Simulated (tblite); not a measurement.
**Run report: C₃H₇F₃GeSi, geometry relaxation (part 1 of 2)**

C₃H₇F₃GeSi, SMILES FC(F)=C(F)[SiH2][CH2][GeH3], computed with GFN2-xTB geometry optimisation, gas phase (tblite 0.8.0).

It belongs to a series of runs on one base structure; here: H on Si replaced by CF=CF2.

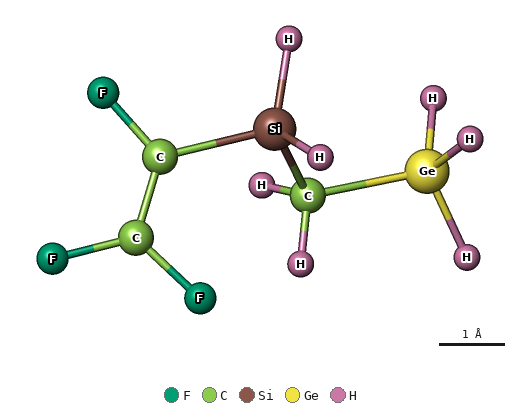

Figure 1. The structure as given in the input (ball-and-stick view, seen at a tilt). Sticks mark near contacts. Bond lengths as drawn: C–C 1.34 Å, C–F 1.33 to 1.38 Å, C–Ge 1.95 Å, C–H 1.13 Å, C–Si 1.85 to 1.87 Å, Ge–H 1.55 to 1.56 Å and H–Si 1.44 to 1.48 Å.

### Results in brief

```tsv
quantity	value
outcome	converged
total energy	−756.2773 eV
hardware	1 CPU thread, shared host
wall time	0.7 s
peak memory	0.18 GiB
```

### The input
```
{"job": {"kind": "relax", "xc": "GFN2-xTB", "basis": "xTB"}, "charge": 0, "multiplicity": 1}
F     -1.738100    -0.757200     1.456600
C     -2.547500    -0.634800     0.350100
F     -3.759300    -1.221100     0.281700
C     -2.062000     0.087900    -0.666400
F     -2.752000     0.267600    -1.791600
Si    -0.390000     0.876500    -0.562100
C      0.784500    -0.557700    -0.292800
Ge     2.624700     0.083200    -0.227400
H     -0.424600     1.753300     0.626500
H     -0.031000     1.622300    -1.744300
H      0.622600    -1.350700    -1.079000
H      0.480000    -0.988300     0.702500
H      3.367100    -0.794400     0.815400
H      3.291100     0.050500    -1.635400
H      2.530200     1.571200     0.238800
```

The first line tells a small driver script what to run in tblite; the rest is the geometry in Å.

Launched with:
```bash
OMP_NUM_THREADS=1 python <driver script> task.json out
```

### The program's output
```
step      E/eV     max force
  0    -755.73301    1.925
  1    -755.89803    1.433
  2    -756.03134    1.318
  3    -756.10488    0.862
  4    -756.15322    0.274
  5    -756.16002    0.242
  6    -756.17413    0.309
  7    -756.18176    0.252
  8    -756.19100    0.215
  9    -756.19803    0.227
 10    -756.20507    0.280
 11    -756.21098    0.330
 12    -756.21622    0.262
 13    -756.22041    0.169
 14    -756.22365    0.141
 15    -756.22602    0.114
 16    -756.22788    0.124
 17    -756.22984    0.126
 18    -756.23228    0.140
 19    -756.23509    0.150
 20    -756.23770    0.123
 21    -756.23977    0.098
 22    -756.24137    0.105
 23    -756.24274    0.115
 24    -756.24388    0.111
 25    -756.24475    0.071
 26    -756.24553    0.072
 27    -756.24642    0.087
 28    -756.24742    0.118
 29    -756.24829    0.092
 30    -756.24888    0.055
 31    -756.24933    0.059
 32    -756.24983    0.075
 33    -756.25043    0.083
 34    -756.25097    0.065
 35    -756.25128    0.037
 36    -756.25143    0.032
 37    -756.25159    0.038
 38    -756.25190    0.073
 39    -756.25242    0.107
 40    -756.25311    0.109
 41    -756.25376    0.062
 42    -756.25429    0.058
 43    -756.25491    0.072
 44    -756.25587    0.134
 45    -756.25724    0.162
 46    -756.25860    0.121
 47    -756.25969    0.081
 48    -756.26060    0.075
 49    -756.26175    0.130
 50    -756.26344    0.162
 51    -756.26525    0.118
 52    -756.26653    0.118
 53    -756.26749    0.119
 54    -756.26818    0.156
 55    -756.26976    0.136
 56    -756.27141    0.074
 57    -756.27228    0.056
 58    -756.27258    0.051
 59    -756.27296    0.045
 60    -756.27359    0.049
 61    -756.27405    0.048
 62    -756.27427    0.044
 63    -756.27440    0.041
 64    -756.27458    0.031
 65    -756.27474    0.025
 66    -756.27485    0.024
 67    -756.27493    0.024
 68    -756.27503    0.028
 69    -756.27519    0.030
 70    -756.27539    0.025
 71    -756.27552    0.016
 72    -756.27558    0.016
 73    -756.27563    0.018
 74    -756.27571    0.019
 75    -756.27582    0.022
 76    -756.27594    0.022
 77    -756.27603    0.020
 78    -756.27609    0.019
 79    -756.27614    0.020
 80    -756.27621    0.019
 81    -756.27630    0.026
 82    -756.27643    0.040
 83    -756.27658    0.042
 84    -756.27671    0.025
 85    -756.27680    0.026
 86    -756.27686    0.025
 87    -756.27695    0.033
 88    -756.27708    0.042
 89    -756.27723    0.032
 90    -756.27732    0.015
 91    -756.27734    0.009
```

### Trajectory as extended XYZ (Å, eV, eV/Å), 15 of the 92 frames kept, from step=0 to step=91
```
15
Properties=species:S:1:pos:R:3:forces:R:3 step=0 energy=-755.73301
F    -1.7381   -0.7572    1.4566   -1.6860  -0.3180  -0.8730
C    -2.5475   -0.6348    0.3501    0.3860   0.5960  -0.9230
F    -3.7593   -1.2211    0.2817    0.9230  -0.0170   1.0320
C    -2.0620    0.0879   -0.6664   -0.4910  -0.4860   0.7580
F    -2.7520    0.2676   -1.7916   -0.4630  -0.1380  -0.1660
Si   -0.3900    0.8765   -0.5621    0.8420   0.6660   0.4960
C     0.7845   -0.5577   -0.2928   -0.5800  -1.2160   0.1910
Ge    2.6247    0.0832   -0.2274    0.3710   0.2720   0.1100
H    -0.4246    1.7533    0.6265    0.0010  -0.0610  -0.1600
H    -0.0310    1.6223   -1.7443   -0.1590   0.1870  -0.3750
H     0.6226   -1.3507   -1.0790    0.2480   0.6600   0.8440
H     0.4800   -0.9883    0.7025    0.5630   0.1230  -0.9770
H     3.3671   -0.7944    0.8154   -0.0510   0.4990  -0.5410
H     3.2911    0.0505   -1.6354   -0.2200   0.0000   0.7650
H     2.5302    1.5712    0.2388    0.3150  -0.7670  -0.1810
15
Properties=species:S:1:pos:R:3:forces:R:3 step=6 energy=-756.17413
F    -1.8716   -0.7965    1.4336   -0.0390   0.0780  -0.1100
C    -2.5555   -0.6127    0.3010   -0.0870   0.0340  -0.0740
F    -3.7181   -1.2498    0.3814    0.0050   0.0210  -0.0660
C    -2.0691    0.1169   -0.6918   -0.1930  -0.1450   0.1930
F    -2.7985    0.2613   -1.8148   -0.0140   0.0200   0.0270
Si   -0.3541    0.9137   -0.5565   -0.0500  -0.0960   0.1240
C     0.7867   -0.5708   -0.2819   -0.2650  -0.0250   0.0120
Ge    2.6204    0.0774   -0.2176    0.1310   0.0770   0.0560
H    -0.4148    1.7731    0.6351    0.0510  -0.0010  -0.1100
H    -0.0587    1.6423   -1.7825   -0.0850   0.0460  -0.0810
H     0.6426   -1.3365   -1.0454    0.0610   0.0670   0.0270
H     0.5287   -1.0255    0.6748    0.0650  -0.0320  -0.0370
H     3.3937   -0.7366    0.7595    0.2070   0.0090   0.0030
H     3.2783    0.0491   -1.5536    0.0580  -0.0260  -0.0160
H     2.5855    1.5025    0.2311    0.1540  -0.0260   0.0520
15
Properties=species:S:1:pos:R:3:forces:R:3 step=13 energy=-756.22041
F    -1.9170   -0.7748    1.4150   -0.0540  -0.0730   0.1420
C    -2.6180   -0.6150    0.2916    0.0460  -0.0020   0.0670
F    -3.7654   -1.2752    0.3727    0.0100   0.0650  -0.0490
C    -2.1197    0.1224   -0.6834   -0.0930  -0.0670  -0.0300
F    -2.8335    0.2728   -1.8123   -0.0500   0.0660  -0.1260
Si   -0.3880    0.8952   -0.5546    0.0530  -0.0340   0.0480
C     0.7850   -0.5624   -0.2654    0.1080  -0.0410   0.0060
Ge    2.6496    0.0767   -0.1955    0.0730   0.0050  -0.0060
H    -0.3895    1.7950    0.5970   -0.0370   0.0440   0.0650
H    -0.1387    1.6330   -1.7895   -0.0500  -0.0450  -0.0790
H     0.6722   -1.3131   -1.0480    0.0630   0.0280  -0.0050
H     0.5504   -1.0600    0.6757   -0.0230   0.0710  -0.0150
H     3.5107   -0.7167    0.7389   -0.0400  -0.0360  -0.0240
H     3.3044    0.0344   -1.5392   -0.0280   0.0110  -0.0060
H     2.6931    1.4957    0.2694    0.0210   0.0070   0.0110
15
Properties=species:S:1:pos:R:3:forces:R:3 step=20 energy=-756.23770
F    -1.9799   -0.7956    1.4409    0.0310  -0.0110  -0.0270
C    -2.6422   -0.6141    0.2973   -0.0700  -0.0480   0.0370
F    -3.8020   -1.2528    0.3478   -0.1170  -0.0050  -0.0120
C    -2.1307    0.1096   -0.6805    0.0160   0.0390   0.0490
F    -2.8482    0.2920   -1.8070    0.0420  -0.0370   0.0310
Si   -0.3984    0.8833   -0.5461    0.0820   0.0460  -0.0790
C     0.8147   -0.5440   -0.2610    0.1140   0.0070   0.0180
Ge    2.6912    0.0863   -0.1868   -0.0950  -0.0660  -0.0260
H    -0.4056    1.8057    0.5941   -0.0220  -0.0220  -0.0210
H    -0.2080    1.5806   -1.8177    0.0150  -0.0050  -0.0090
H     0.7355   -1.2927   -1.0514   -0.0230   0.0370   0.0500
H     0.5611   -1.0412    0.6755    0.0490   0.0020  -0.0200
H     3.5454   -0.7455    0.7242   -0.0520   0.0060  -0.0500
H     3.3059    0.0388   -1.5512   -0.0030   0.0330   0.0440
H     2.7567    1.4975    0.2943    0.0320   0.0220   0.0150
15
Properties=species:S:1:pos:R:3:forces:R:3 step=26 energy=-756.24553
F    -2.0126   -0.8213    1.4503   -0.0520  -0.0470  -0.0010
C    -2.6683   -0.6202    0.3059    0.0070   0.0130  -0.0010
F    -3.8460   -1.2314    0.3336    0.0120   0.0210   0.0350
C    -2.1321    0.1044   -0.6590    0.0370   0.0040  -0.0390
F    -2.8357    0.2916   -1.7943   -0.0020  -0.0130   0.0080
Si   -0.3933    0.8817   -0.5557   -0.0500   0.0040  -0.0240
C     0.8360   -0.5284   -0.2564   -0.0120  -0.0020  -0.0060
Ge    2.7034    0.0935   -0.1861   -0.0190  -0.0030  -0.0190
H    -0.4208    1.8041    0.5847    0.0200   0.0080  -0.0460
H    -0.2310    1.5559   -1.8471    0.0260  -0.0210   0.0640
H     0.7623   -1.2781   -1.0436   -0.0360  -0.0230  -0.0080
H     0.5868   -1.0292    0.6779    0.0070   0.0070   0.0280
H     3.5428   -0.7660    0.7026    0.0140  -0.0260   0.0070
H     3.3070    0.0558   -1.5496    0.0330   0.0310  -0.0340
H     2.7972    1.4957    0.3093    0.0170   0.0440   0.0360
15
Properties=species:S:1:pos:R:3:forces:R:3 step=32 energy=-756.24983
F    -2.0458   -0.8553    1.4581    0.0200   0.0230  -0.0140
C    -2.6842   -0.6221    0.3113   -0.0030  -0.0100  -0.0150
F    -3.8758   -1.2062    0.3335   -0.0120   0.0170  -0.0190
C    -2.1312    0.0920   -0.6536   -0.0060  -0.0310   0.0040
F    -2.8330    0.2856   -1.7898   -0.0150  -0.0040   0.0210
Si   -0.3956    0.8738   -0.5612   -0.0300  -0.0110   0.0240
C     0.8430   -0.5232   -0.2547   -0.0080  -0.0020   0.0010
Ge    2.7101    0.1028   -0.1919    0.0590   0.0350   0.0020
H    -0.4208    1.8134    0.5609    0.0090   0.0380   0.0180
H    -0.2286    1.5400   -1.8506    0.0170   0.0070  -0.0280
H     0.7594   -1.2783   -1.0360    0.0110  -0.0320   0.0060
H     0.6068   -1.0160    0.6874   -0.0100   0.0000   0.0190
H     3.5415   -0.7844    0.6838    0.0000   0.0120  -0.0260
H     3.3209    0.0846   -1.5572   -0.0080   0.0280   0.0140
H     2.8287    1.5012    0.3323   -0.0240  -0.0710  -0.0070
15
Properties=species:S:1:pos:R:3:forces:R:3 step=39 energy=-756.25242
F    -2.0631   -0.8707    1.4573    0.0190   0.0010   0.0240
C    -2.6955   -0.6259    0.3111   -0.0050   0.0160   0.0050
F    -3.8997   -1.1828    0.3272   -0.0080  -0.0190   0.0000
C    -2.1327    0.0822   -0.6519   -0.0160  -0.0140  -0.0040
F    -2.8404    0.2813   -1.7826   -0.0170   0.0250  -0.0390
Si   -0.4007    0.8682   -0.5624    0.1020  -0.0180   0.0270
C     0.8504   -0.5213   -0.2480   -0.0330  -0.0100   0.0010
Ge    2.7211    0.1044   -0.1986   -0.0530  -0.0030   0.0130
H    -0.4196    1.8302    0.5442   -0.0080  -0.0120  -0.0070
H    -0.2242    1.5234   -1.8567   -0.0040   0.0010  -0.0290
H     0.7675   -1.2891   -1.0191   -0.0050   0.0090   0.0400
H     0.6190   -1.0029    0.7032    0.0130   0.0150  -0.0270
H     3.5533   -0.7976    0.6558    0.0310  -0.0170  -0.0110
H     3.3266    0.1239   -1.5632   -0.0090   0.0100  -0.0190
H     2.8337    1.4848    0.3562   -0.0080   0.0190   0.0260
15
Properties=species:S:1:pos:R:3:forces:R:3 step=46 energy=-756.25860
F    -2.0679   -0.8801    1.4462   -0.0090   0.0300  -0.0160
C    -2.7070   -0.6107    0.3073    0.0470  -0.0600  -0.0210
F    -3.9177   -1.1565    0.3264    0.0310   0.0370   0.0030
C    -2.1318    0.0806   -0.6617    0.0130   0.0360  -0.0060
F    -2.8482    0.3016   -1.7856    0.0430   0.0080   0.0240
Si   -0.3816    0.8490   -0.5793   -0.1140  -0.0030  -0.0400
C     0.8558   -0.5390   -0.2195    0.0340   0.0060   0.0040
Ge    2.7210    0.1055   -0.2015    0.0020  -0.0340  -0.0070
H    -0.4222    1.8405    0.5019    0.0260  -0.0240  -0.0120
H    -0.2001    1.4832   -1.8889    0.0010  -0.0530   0.0470
H     0.7607   -1.3422   -0.9496    0.0070  -0.0060  -0.0120
H     0.6402   -0.9748    0.7555   -0.0260   0.0000   0.0170
H     3.6155   -0.8347    0.5554   -0.0500   0.0550  -0.0290
H     3.2915    0.2357   -1.5799   -0.0600   0.0180   0.0300
H     2.7874    1.4499    0.4459    0.0550  -0.0110   0.0170
```
